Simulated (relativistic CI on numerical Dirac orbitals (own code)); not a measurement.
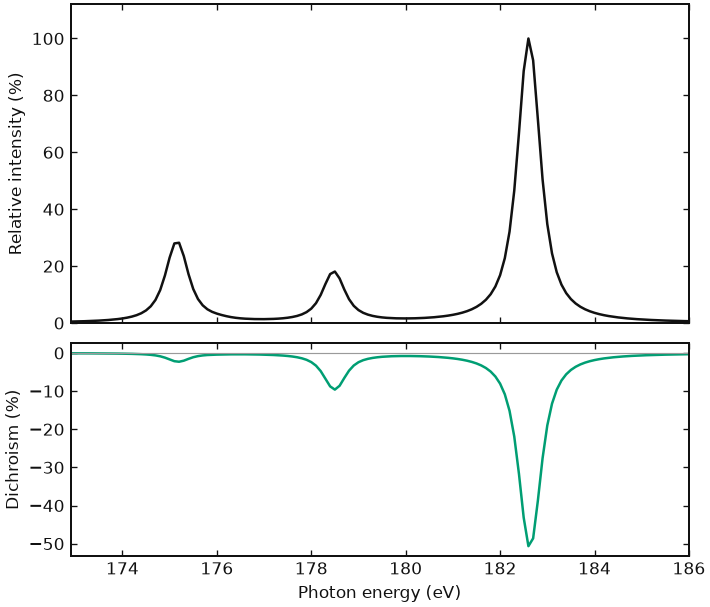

Computed core-level spectrum (absorption) of an ion of charge +3 in a field of Oh symmetry with B40 = 2,670, B60 = 350 cm⁻¹ (Wybourne parameters). Multiplet model: relativistic Dirac–Coulomb–Breit theory, one configuration a step, Slater integrals scaled by 0.7, 300 K, Voigt broadening (Lorentzian 0.5 eV, Gaussian 0.2 eV full widths), computed with a radial Dirac CI code. Dichroism is for the ground state at zero temperature, magnetised by a magnetic field of 10 T along z.

### Identify the element and the shell or line.

N₄,₅ X-ray absorption of Tm IV (Tm³⁺), initial configuration [Xe] 4f¹². The main maxima lie at 175.2 eV (28), 178.5 eV (18) and 182.6 eV (100), heights in % of the largest; the centroid is at 180.7 eV. The ground state has S = 0.99. The circular dichroism (Δm = −1 less Δm = +1) is largest at 182.6 eV, −51 % of the isotropic maximum. The magnetised ground state has ⟨Lz⟩ = −0.85 and ⟨Sz⟩ = −0.17.

Caveat: free-ion energies, so absolute edge positions are off by a few eV from solids; core and valence shell share one n, so the strongest features autoionise and are far broader and can lie several eV off in experiment.
